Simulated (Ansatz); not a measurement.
# CH4ClSi (SMILES C[SiH]Cl) (doublet): what the fields show

The calculation's input:

```
crystal:
  periodic: [false, false, false]
  atoms:
    - {symbol: C, position_ang: [-0.636827, 0.463291, -0.329036]}
    - {symbol: Si, position_ang: [1.003834, -0.393299, -0.087580]}
    - {symbol: Cl, position_ang: [0.685172, -2.302944, 0.627611]}
    - {symbol: H, position_ang: [-0.475273, 1.484489, -0.682755]}
    - {symbol: H, position_ang: [-1.182032, 0.503009, 0.618430]}
    - {symbol: H, position_ang: [-1.249234, -0.066613, -1.060325]}
    - {symbol: H, position_ang: [1.854351, 0.312068, 0.913655]}
basis:
  gaussian: {orbitals: def2-TZVPP}
magnetization: {spin_polarized: true, initial_magnetization: 1}
hamiltonian: {xc: pbe0, dispersion: d4}
output: {orbitals: {seedname: orbitals}}
```

Run with:

```sh
ansatz run in.yaml --threads 2 --pin off --events-out ev --progress --plain --max-ram 22528MiB --backend cpu
```

Geometry: PBE0-D4/def2-TZVP.

Method: UKS PBE0-D4/def2-TZVPP in Ansatz.

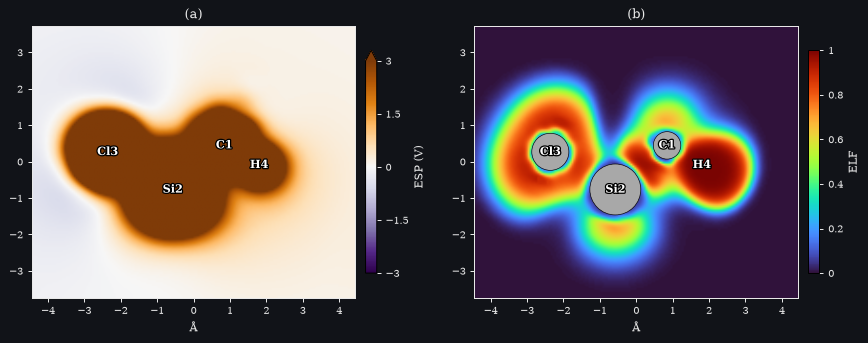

Figure 1. (a) electrostatic potential; (b) ELF on the plane of atoms Si2, C1 and H4. Grey discs cover the atomic cores in the ELF map.

Interpret the plot.

- Atoms in the plane: C, Si, Cl and H.
- C–Si (1.87 Å): the ELF peaks at about 0.95 between the atoms, as expected for a covalent bond.
- Si–Cl (2.06 Å): the ELF peaks at about 0.85 between the atoms (a polar covalent bond).
- C–H (1.09 Å): the ELF climbs to about 1 towards the hydrogen, as it does in any bond to H: a covalent bond by its length.
- The ELF also peaks beside Cl3, away from the bonds: non-bonding electrons, paired or unpaired.
- Outside the dense part of the molecule the potential is most negative (−0.5 V) near Cl3.

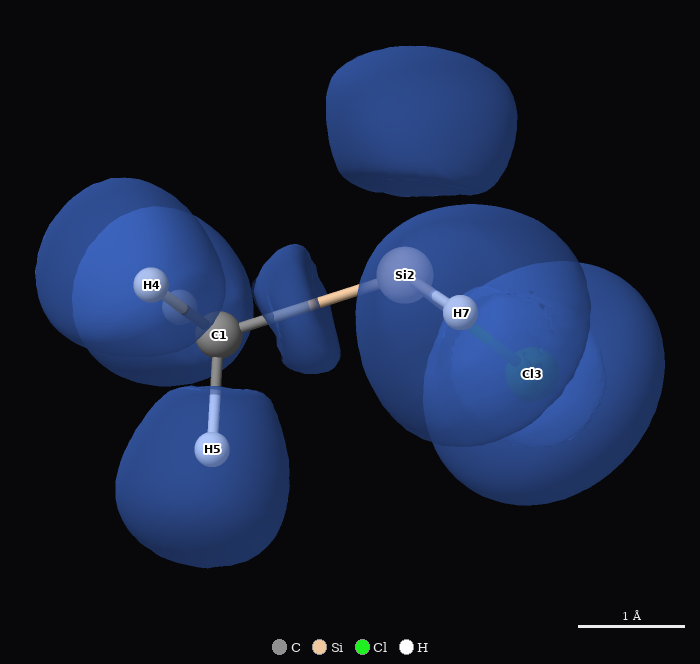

Figure 2. Isosurface of the electron localisation function at 0.8 (blue), seen from one side. Core shells and regions of very low density are left out.

What do the ELF domains correspond to?

At this value the surface marks out one region between bonded C–Si atoms (shared pairs), four regions around hydrogen nuclei, one region on Cl in which the atom's valence shell and bonds are merged and one lobe on Si, pointing away from the bonds (non-bonding electrons).

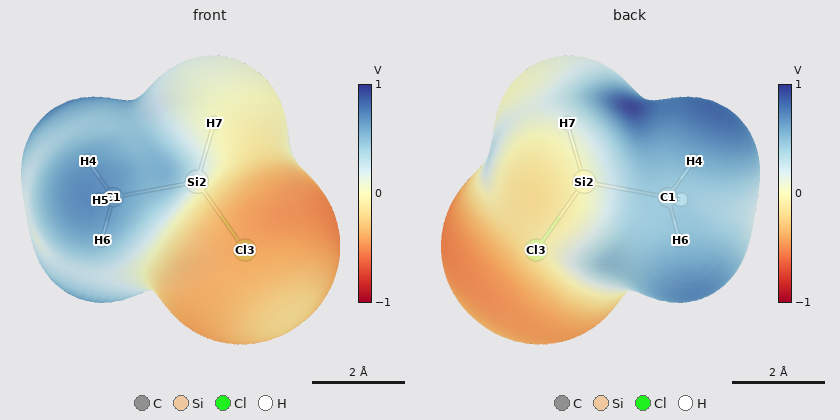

Figure 3. The molecular electrostatic potential painted on the density surface at 0.001 e/bohr³, seen from the front and from behind; red is negative and blue positive.

Describe the electrostatic potential map.

The most negative region (about −0.5 V) lies over Cl3, the most positive (about +0.9 V) over Si2.
